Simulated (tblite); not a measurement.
## Molecular dynamics of CH₁₀GeSSi₂

CH₁₀GeSSi₂, computed with GFN2-xTB Langevin dynamics, gas phase (tblite 0.8.0).

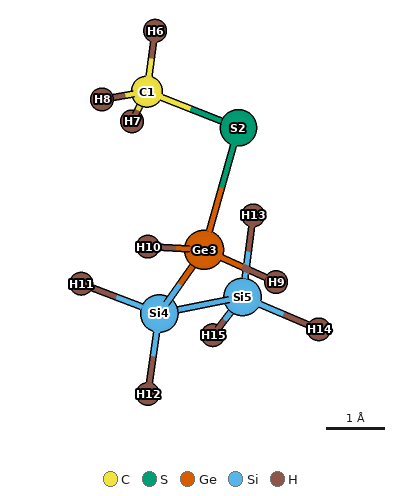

The structure as given in the input (ball-and-stick view, seen at an oblique angle; atoms are numbered from 1 in the order of the input). Sticks mark near contacts. Bond lengths as drawn: C–H 1.08 to 1.09 Å, C–S 1.83 Å, Ge–H 1.52 to 1.53 Å, Ge–S 2.23 Å, Ge–Si 2.37 Å, H–Si 1.46 to 1.47 Å and Si–Si 2.32 Å.

### The input
```
{"job": {"kind": "md", "xc": "GFN2-xTB", "basis": "xTB", "temperature": 300, "steps": 2000, "every": 50}, "charge": 0, "multiplicity": 1}
C     -2.495328     0.362403    -0.350664
S     -1.932935     0.071607     1.361061
Ge    -0.343752    -1.432600     0.939782
Si     1.342630    -0.637281    -0.531192
Si     2.150995     1.441748     0.112488
H     -3.310578     1.075597    -0.292022
H     -1.685689     0.776861    -0.945814
H     -2.850320    -0.567270    -0.786828
H      0.093906    -1.812268     2.341315
H     -1.093026    -2.689324     0.491523
H      0.744849    -0.642585    -1.876145
H      2.353527    -1.698306    -0.567505
H      1.089471     2.450617     0.159658
H      2.765752     1.384315     1.440732
H      3.166084     1.924475    -0.826694
```

The first line tells a small driver script what to run in tblite; the rest is the geometry in Å.

Launched with:
```bash
OMP_NUM_THREADS=1 python <driver script> task.json out
```

### Output
```
t/fs     T/K      E/eV
    0.0   239.3   -432.11554
   25.0   165.7   -431.75955
   50.0   217.4   -431.81697
   75.0   224.5   -431.81117
  100.0   200.9   -431.78751
  125.0   260.8   -431.71901
  150.0   180.8   -431.62102
  175.0   226.7   -431.73844
  200.0   297.2   -431.73618
  225.0   312.7   -431.70538
  250.0   224.2   -431.58620
  275.0   308.6   -431.76215
  300.0   209.3   -431.56721
  325.0   320.8   -431.63707
  350.0   398.5   -431.65531
  375.0   249.6   -431.47184
  400.0   365.6   -431.69348
  425.0   264.7   -431.43474
  450.0   335.3   -431.62247
  475.0   312.8   -431.59561
  500.0   253.4   -431.46395
  525.0   238.5   -431.55722
  550.0   323.0   -431.64529
  575.0   372.5   -431.71302
  600.0   390.1   -431.63367
  625.0   325.9   -431.49961
  650.0   312.2   -431.47819
  675.0   350.2   -431.57418
  700.0   404.8   -431.73336
  725.0   291.4   -431.68150
  750.0   373.8   -431.76349
  775.0   252.4   -431.50693
  800.0   190.3   -431.64943
  825.0   228.8   -431.69528
  850.0   304.3   -431.68820
  875.0   357.3   -431.69505
  900.0   401.5   -431.80368
  925.0   252.1   -431.64951
  950.0   347.7   -431.49841
  975.0   333.9   -431.45671
 1000.0   317.2   -431.38452
```

### Trajectory as extended XYZ (Å, eV, eV/Å), 14 of the 41 frames kept, from step=0 to step=40
```
15
Properties=species:S:1:pos:R:3:forces:R:3 step=0 time_fs=0.0 energy=-432.11554 temperature=239.3
C    -2.4953    0.3624   -0.3507    0.0033   0.0029  -0.0019
S    -1.9329    0.0716    1.3611   -0.0004   0.0000  -0.0003
Ge   -0.3438   -1.4326    0.9398   -0.0015   0.0085   0.0005
Si    1.3426   -0.6373   -0.5312   -0.0025   0.0039   0.0065
Si    2.1510    1.4417    0.1125    0.0023  -0.0002   0.0017
H    -3.3106    1.0756   -0.2920   -0.0019  -0.0036   0.0015
H    -1.6857    0.7769   -0.9458    0.0025   0.0045  -0.0028
H    -2.8503   -0.5673   -0.7868   -0.0002   0.0036   0.0014
H     0.0939   -1.8123    2.3413    0.0044  -0.0045  -0.0072
H    -1.0930   -2.6893    0.4915    0.0004  -0.0040   0.0051
H     0.7448   -0.6426   -1.8761    0.0041  -0.0048  -0.0008
H     2.3535   -1.6983   -0.5675   -0.0031  -0.0024  -0.0029
H     1.0895    2.4506    0.1597   -0.0040  -0.0073  -0.0024
H     2.7658    1.3843    1.4407   -0.0011   0.0018   0.0023
H     3.1661    1.9245   -0.8267   -0.0022   0.0016  -0.0006
15
Properties=species:S:1:pos:R:3:forces:R:3 step=3 time_fs=75.0 energy=-431.81117 temperature=224.5
C    -2.7842    0.2478   -0.3405    0.1906   0.8251   0.0273
S    -2.0025    0.1203    1.2986    0.0356   0.3229   0.5979
Ge   -0.4073   -1.3861    0.9363   -0.2970   0.2869  -2.1330
Si    1.1932   -0.5261   -0.6481    0.6199  -0.3537   0.7952
Si    2.1966    1.4653    0.0814   -0.8613  -0.3659   0.0059
H    -3.4785    1.1422   -0.3085    0.6350  -1.4258  -0.0768
H    -2.0132    0.4015   -1.0958   -0.0752   0.2198   0.0214
H    -3.2040   -0.7287   -0.4977   -0.7925   0.0514  -0.2912
H     0.1088   -1.7869    2.1973    0.4731  -0.3548   1.6675
H    -1.1440   -2.6715    0.4800    0.0733   0.1990   0.0688
H     0.4100   -0.4322   -1.8452   -0.2602   0.0726  -0.7101
H     2.2050   -1.6110   -0.8843   -0.4392   0.3579   0.0557
H     1.1367    2.4295    0.4353    0.2291   0.0065  -0.2129
H     2.8856    1.2024    1.3169    0.3206  -0.1019   0.4789
H     3.1802    1.9618   -0.8492    0.1481   0.2600  -0.2946
15
Properties=species:S:1:pos:R:3:forces:R:3 step=6 time_fs=150.0 energy=-431.62102 temperature=180.8
C    -2.9664    0.2010   -0.1334    0.7768   2.2005  -0.1878
S    -1.9452    0.2420    1.3979   -0.6610   0.1771   0.0244
Ge   -0.4584   -1.3076    0.8905   -0.4017  -0.4133  -0.6258
Si    0.8909   -0.3073   -0.8072   -0.5816  -1.2921  -1.4202
Si    2.1384    1.3221    0.0935    0.7281   0.8336  -0.5982
H    -3.9202    0.7424    0.0564    0.8065  -0.5453  -0.1613
H    -2.3613    0.7314   -0.9335   -0.8893  -0.5420   0.7686
H    -3.0797   -0.8106   -0.3757   -0.5275  -1.1634  -0.4544
H     0.0335   -1.4476    2.2864    0.4104  -0.2218   0.3535
H    -1.2060   -2.7201    0.6124    0.2879   0.7085   0.1640
H     0.0835    0.2809   -1.9811    0.2391  -0.3640   0.7800
H     1.5126   -1.4886   -1.5142   -0.1450   0.5009   0.3600
H     1.3043    2.5310   -0.0279    0.3077   0.0725  -0.0852
H     2.5438    1.2663    1.4471    0.0665  -0.1848   1.2277
H     3.4895    1.3266   -0.5345   -0.4171   0.2336  -0.1454
15
Properties=species:S:1:pos:R:3:forces:R:3 step=9 time_fs=225.0 energy=-431.70538 temperature=312.7
C    -3.0315    0.2773   -0.1308   -0.4207  -0.9284   1.8720
S    -2.0463    0.0403    1.4837   -0.8900   0.1032  -0.8030
Ge   -0.4733   -1.3100    0.7304    0.0884  -0.5850  -0.2334
Si    0.9017   -0.2951   -0.9287    0.3488  -0.5269  -0.4484
Si    2.1284    1.3453    0.1228    0.7939   0.6467  -1.1466
H    -3.8276    0.9489    0.1181    0.0625   0.8097   0.0779
H    -2.3614    0.5981   -0.8647    0.6650   0.6017  -0.9934
H    -3.5651   -0.6191   -0.4178    0.4083  -0.5203   0.0082
H     0.4398   -1.5352    1.9549   -0.2217   0.0613  -0.1102
H    -1.0607   -2.7849    0.5390    0.1515   0.5891   0.0517
H     0.4414   -0.0093   -2.3306   -0.1213  -0.1104   0.6273
H     1.8608   -1.4182   -1.1258   -0.2186   0.1577  -0.0901
H     1.7982    2.7262   -0.3909    0.2003  -0.5918   0.2233
H     1.9756    1.3931    1.5455   -0.0163  -0.0275   0.6221
H     3.5814    1.0355   -0.2499   -0.8302   0.3209   0.3425
15
Properties=species:S:1:pos:R:3:forces:R:3 step=12 time_fs=300.0 energy=-431.56721 temperature=209.3
C    -3.2378    0.0613   -0.1633   -1.0007  -2.2185  -0.3096
S    -2.2294    0.0024    1.3488    0.6102  -0.6492  -0.3377
Ge   -0.5040   -1.3282    0.6239   -0.0335   0.5003  -0.0594
Si    1.2062   -0.2762   -0.8349   -0.9095  -2.3652   0.6186
Si    2.1706    1.4742    0.0792    1.0625   2.4054   0.3144
H    -3.7580    0.9833   -0.0433   -0.5486   0.3870  -0.3354
H    -2.6491    0.0189   -1.0839    0.0107   0.2308   0.3215
H    -3.9935   -0.8623   -0.2301    1.4171   1.8935   0.3764
H     0.0961   -1.7603    1.9524    0.0604   0.0381   0.0848
H    -1.1255   -2.6753    0.2130   -0.0428   0.1395  -0.0767
H     0.5543    0.2264   -1.9856   -0.6177   0.1465  -1.0968
H     1.9504   -1.5030   -1.1752    0.0342   0.2317  -0.0884
H     1.9781    2.6310   -0.8891    0.0703  -0.4964   0.4255
H     1.6586    1.9733    1.3445   -0.1943  -0.0732   0.1916
H     3.6213    1.4469    0.2679    0.0818  -0.1705  -0.0289
15
Properties=species:S:1:pos:R:3:forces:R:3 step=15 time_fs=375.0 energy=-431.47184 temperature=249.6
C    -3.3002   -0.0794    0.0764    2.6589   3.8527  -1.9626
S    -2.1474    0.0731    1.4516    0.5255  -0.1365   0.1669
Ge   -0.5518   -1.2567    0.6054    1.4085   1.1261   0.5451
Si    1.3460   -0.3724   -0.7506   -0.5564  -0.3580  -0.0372
Si    2.3405    1.5505    0.0271   -0.4089   1.2279   0.2344
H    -3.7383    0.9217   -0.0234   -0.5085  -0.3393   0.3557
H    -2.7812   -0.1555   -0.9063    0.0327  -0.3912   0.6002
H    -3.9500   -0.8191    0.1866   -2.6853  -2.8408   0.6150
H     0.0384   -1.8499    1.8806    0.1120   0.0947   0.0572
H    -1.3442   -2.4010    0.2417   -0.7768  -1.1496  -0.6847
H     0.8040   -0.3216   -2.1291    0.0726   0.0159   0.1628
H     2.3829   -1.4174   -0.7979   -0.2136  -0.1248   0.0272
H     2.1121    2.7324   -0.9754    0.3181  -0.9518   0.8441
H     1.7729    1.9511    1.3626    0.0566  -0.0695  -0.5952
H     3.7573    1.3809    0.3903   -0.0355   0.0442  -0.3289
15
Properties=species:S:1:pos:R:3:forces:R:3 step=18 time_fs=450.0 energy=-431.62247 temperature=335.3
C    -3.5207   -0.0420    0.2552   -1.0841  -1.8460   0.8592
S    -2.2401    0.0950    1.5774   -0.0057  -0.5969  -0.7791
Ge   -0.5098   -1.1333    0.6930   -0.0945   0.3549   0.5689
Si    1.1651   -0.2214   -0.6848   -0.1089  -0.0225  -0.4122
Si    2.4061    1.5015    0.1918   -0.7223   0.7681  -0.4751
H    -4.4752    0.2833    0.7030    0.4877   0.0353  -0.0191
H    -3.2729    0.6332   -0.5279    0.1938  -0.0171  -0.7352
H    -3.7285   -1.1584   -0.0381    0.8097   2.0283   0.2135
H     0.0465   -1.5685    2.0795   -0.1009  -0.2130  -0.4577
H    -0.9875   -2.3611   -0.1104   -0.2703  -0.0393   0.4659
H     0.5214   -0.1989   -2.0182    0.0014   0.3054   0.1243
H     2.1357   -1.2710   -0.9776    0.0863  -0.3665   0.1376
H     1.7748    2.8239   -0.1545    0.2946  -0.5087   0.2707
H     2.5520    1.3596    1.6254    0.0984   0.0623   0.2655
H     3.6780    1.4764   -0.4919    0.4149   0.0557  -0.0272
15
Properties=species:S:1:pos:R:3:forces:R:3 step=22 time_fs=550.0 energy=-431.64529 temperature=323.0
C    -3.4950    0.3363    0.1306   -0.6580  -0.5339  -1.3239
S    -2.3303    0.2569    1.4993    0.6251  -0.7427  -0.2160
Ge   -0.6784   -1.1523    0.7000    0.0965   1.1264  -0.0505
Si    0.9386   -0.0322   -0.7816   -0.4971  -0.2701   0.2309
Si    2.2928    1.5114    0.3720    0.8110  -1.5836  -0.1803
H    -4.5077    0.4501    0.5863    0.7315  -0.5948  -0.5752
H    -3.3178    1.2342   -0.4450    0.1437   0.4063  -0.0213
H    -3.3783   -0.5093   -0.6565   -0.4759   0.9475   1.6881
H    -0.2414   -1.5272    2.0936    0.2413  -0.2615   0.0558
H    -1.2584   -2.4273    0.1143   -0.2812  -0.1079   0.1014
H     0.0481    0.4567   -1.8878    0.3355   0.0101   0.3416
H     1.6561   -1.1437   -1.4454   -0.0360   0.1413   0.1300
H     1.5482    2.5886    0.8574   -0.8816   1.1645   0.6263
H     3.1381    0.9781    1.5204   -0.4893   0.2067  -0.7175
H     3.1501    2.0544   -0.6683    0.3345   0.0917  -0.0895
15
Properties=species:S:1:pos:R:3:forces:R:3 step=25 time_fs=625.0 energy=-431.49961 temperature=325.9
C    -3.0499    0.5992   -0.0321   -0.3465   0.7472  -0.2578
S    -2.1550    0.3747    1.5820   -0.8250  -0.4843  -0.8793
Ge   -0.8140   -1.1075    0.5957   -0.1667  -0.9013   0.6226
Si    0.7275    0.1501   -0.5718    0.2589   0.0879  -1.0869
Si    2.1639    1.7668    0.2441    0.1359  -1.7178   0.8419
H    -3.8200    1.3942    0.1296    0.7078  -0.7273  -0.2102
H    -2.2960    0.9248   -0.7568   -0.2452   0.3377   0.1356
H    -3.5099   -0.2897   -0.5038    0.0974   0.2258   0.9002
H    -0.4290   -1.9656    1.8068    0.1677   0.0123  -0.1382
H    -1.5713   -2.2060   -0.2913    0.0658   0.5729   0.4334
H    -0.0423    0.3392   -1.8538    0.2425   0.2394   0.3862
H     1.7233   -0.7870   -1.0695    0.0984  -0.4472  -0.0856
H     1.4841    2.9025    0.7122   -0.4500   1.1293   0.4996
H     2.9765    1.0711    1.3284   -0.3942   0.5610  -0.5504
H     2.9882    2.0270   -0.8812    0.6531   0.3643  -0.6111
15
Properties=species:S:1:pos:R:3:forces:R:3 step=28 time_fs=700.0 energy=-431.73336 temperature=404.8
C    -3.1582    0.8359    0.2719    0.3278   0.3618  -0.8704
S    -2.2958    0.0802    1.6780   -0.5188   0.0471   0.5591
Ge   -0.8317   -1.0958    0.5795    0.0878  -0.8710  -0.5411
Si    0.6887    0.2925   -0.6769   -0.2538   0.2401  -0.3431
Si    1.9300    2.1399    0.0952    0.0316  -1.4894   1.1659
H    -3.1583    1.9028    0.5138   -0.0594  -0.1619  -0.4252
H    -2.6007    0.6216   -0.6831   -0.5860   0.3676   0.9034
H    -4.1904    0.4954    0.1652    0.2792  -0.1313   0.2040
H    -0.3767   -2.1112    1.6322    0.1452   0.1573  -0.0188
H    -1.7414   -2.1123   -0.2980    0.4464   0.5307   0.2507
H    -0.2638    1.0102   -1.6161    0.3234  -0.5216   0.1039
H     1.4478   -0.7805   -1.3751   -0.1634   0.4002  -0.0019
H     1.1407    3.2744    0.4613   -0.3725   0.5783  -0.0121
H     2.6039    1.7229    1.3739   -0.1538   0.2031  -0.4750
H     2.9512    2.4338   -0.8569    0.4662   0.2890  -0.4994
15
Properties=species:S:1:pos:R:3:forces:R:3 step=31 time_fs=775.0 energy=-431.50693 temperature=252.4
C    -3.3105    0.9103    0.9471   -1.1897  -0.6743   1.3838
S    -2.3351   -0.3143    1.9536   -0.3197   0.5864  -0.6898
Ge   -0.7629   -1.1870    0.6219    0.5831  -0.1082   0.2709
Si    0.8243    0.0439   -0.7960    0.1175   0.4563   0.0901
Si    1.5849    2.1647    0.0948    0.4376  -1.6308   0.6883
H    -2.7726    1.7326    0.6203    1.6462   1.4931  -0.1815
H    -3.6812    0.4854    0.0212   -0.6725  -0.4587   0.4498
H    -4.0594    1.3261    1.6953    0.4832  -0.9012  -1.2534
H    -0.0117   -1.6828    1.8931    0.0868  -0.0096  -0.3835
H    -1.1881   -2.5918    0.0740   -0.1162   0.3362   0.0302
H     0.2288    0.3472   -2.1172   -0.1150  -0.1806   0.1292
H     1.8463   -0.9839   -1.1065   -0.1949   0.1795   0.1300
H     0.6068    3.1445   -0.2892   -0.1487   0.5105  -0.1093
H     1.5244    1.8827    1.5727    0.0259   0.3922  -0.5260
H     3.0095    2.5055   -0.1975   -0.6236   0.0092  -0.0288
15
Properties=species:S:1:pos:R:3:forces:R:3 step=34 time_fs=850.0 energy=-431.68820 temperature=304.3
C    -3.0594    0.7951    1.1866    1.0365   1.8957  -1.1335
S    -2.1741   -0.4903    2.0793    0.2619  -0.2001   0.3546
Ge   -0.6224   -1.1784    0.6550   -0.1217  -0.7795  -0.0972
Si    0.5841    0.2047   -0.8419    1.0903  -0.1072   0.4830
Si    1.4414    2.1734    0.0646    0.3323   0.2670   0.6805
H    -2.6533    0.9886    0.1338   -0.6187  -0.6974   1.1418
H    -4.1090    0.5250    1.1593    0.0890   0.3190   0.0143
H    -2.8296    1.7809    1.6969   -0.7544  -1.0923  -0.2432
H     0.1990   -2.0923    1.5330    0.2801   0.1781   0.2797
H    -1.3201   -2.3841   -0.0202   -0.0329   0.2835  -0.2794
H    -0.2897    0.3065   -1.9507   -0.8128   0.2981  -0.9050
H     1.6574   -0.6350   -1.4432   -0.1858   0.0902   0.3097
H     0.4595    3.2626    0.0947   -0.0362   0.0610  -0.3371
H     1.6067    2.0055    1.5338    0.1008  -0.1751  -0.2515
H     2.7596    2.7361   -0.3855   -0.6283  -0.3412  -0.0165
15
Properties=species:S:1:pos:R:3:forces:R:3 step=37 time_fs=925.0 energy=-431.64951 temperature=252.1
C    -2.7913    0.7594    1.0598   -0.3209  -1.2559   0.3842
S    -2.0582   -0.6447    2.1420   -0.2207   1.1745  -1.3344
Ge   -0.4746   -1.2090    0.6296   -0.8767   0.7710   0.1135
Si    0.3306    0.5766   -0.7002    1.0635  -0.4471  -0.8697
Si    1.7254    2.2505    0.2177   -0.0079   0.0455  -0.0470
H    -3.5436    0.3419    0.3741    0.1863   0.0852   0.5546
H    -3.1929    1.5090    1.7074   -0.5205   0.0147   0.5218
H    -2.0620    1.2604    0.4731    0.9392   0.0985  -0.4090
H     0.3838   -2.0550    1.4322    0.9449  -0.4610   0.7346
H    -1.0115   -2.3141   -0.2123   -0.4096  -0.2823  -0.4320
H    -0.7034    0.9697   -1.6981    0.1415  -0.0279   0.3448
H     1.2353   -0.3298   -1.5749   -0.4970   0.6387   0.4529
H     1.1946    3.6102   -0.0402   -0.0569  -0.2724   0.1937
H     1.8944    2.0148    1.6823   -0.0077   0.1525  -0.4754
H     3.0550    2.3375   -0.4510   -0.3574  -0.2339   0.2676
15
Properties=species:S:1:pos:R:3:forces:R:3 step=40 time_fs=1000.0 energy=-431.38452 temperature=317.2
C    -2.9656    0.5536    1.4424   -0.7875   1.1423   2.0032
S    -1.9224   -0.7117    2.1256    1.5306  -0.7957   0.0113
Ge   -0.2466   -1.2074    0.5597   -0.7780   0.5341   0.5753
Si    0.2179    0.7419   -0.7551   -0.1478   1.0407   0.7610
Si    1.9246    2.2074    0.1388    0.0700   0.1079  -0.9136
H    -3.4078    0.2523    0.5373   -0.1763   0.0834  -1.1459
H    -3.7593    0.5725    2.2168   -0.0748  -0.1476  -0.4239
H    -2.5820    1.5828    1.5385    0.3343  -0.5568  -0.7517
H     0.9599   -1.7387    1.3262   -0.0488   0.0844   0.1826
H    -0.8269   -2.5338    0.1110    0.0603  -0.0803  -0.3507
H    -0.9116    1.7408   -0.5456    0.2078  -0.6320  -0.1606
H    -0.0138    0.2575   -2.1016    0.1615  -0.0028  -0.3919
H     2.1876    3.4009   -0.8770   -0.1396  -1.1442   0.9641
H     1.4087    2.7962    1.3910    0.1300  -0.0626  -0.2073
H     3.1580    1.4169    0.4465   -0.3418   0.4292  -0.1519
```

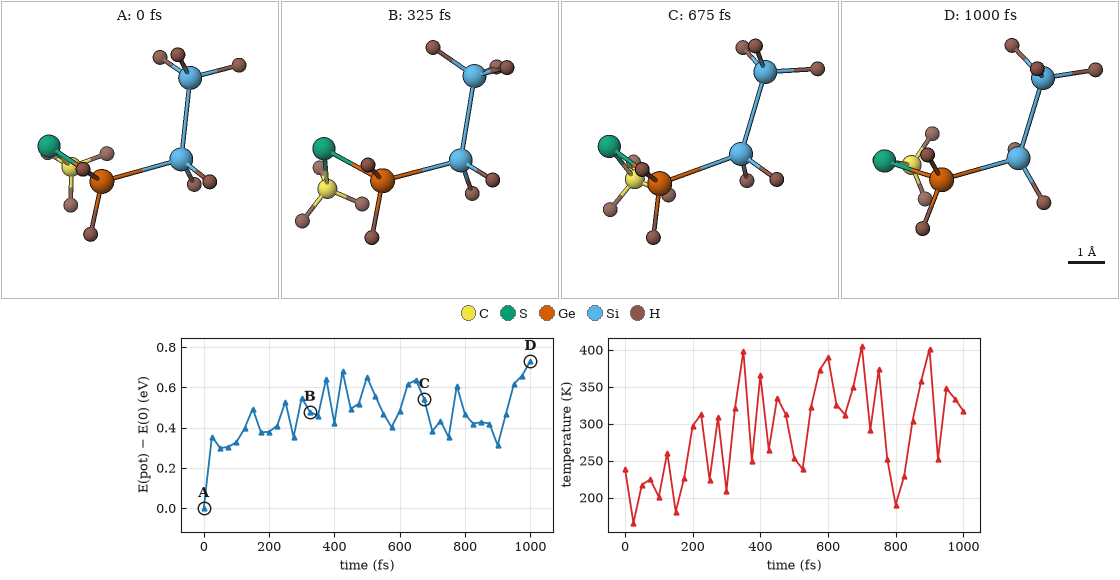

Frames of the molecular dynamics (ball-and-stick, seen at a tilt) above the curves, on which the letters mark them. The trajectory kept here has 41 frames over 1000 fs. The temperature starts at 239 K, ranges from 166 to 405 K and averages 315 K over the second half. The potential energy ends 0.731 eV above its first value. After an unweighted best fit of the last frame on the first, the root-mean-square displacement is 1.47 Å, and H13 has moved furthest (2.66 Å).

### Summary

| quantity | value |
| --- | --- |
| outcome | finished |
| mean temperature over the second half | 315 K |
| trajectory | 41 frames kept, 1000 fs |
| hardware | 1 CPU thread, shared host |
| wall time | 53 s |
| peak memory | 0.18 GiB |
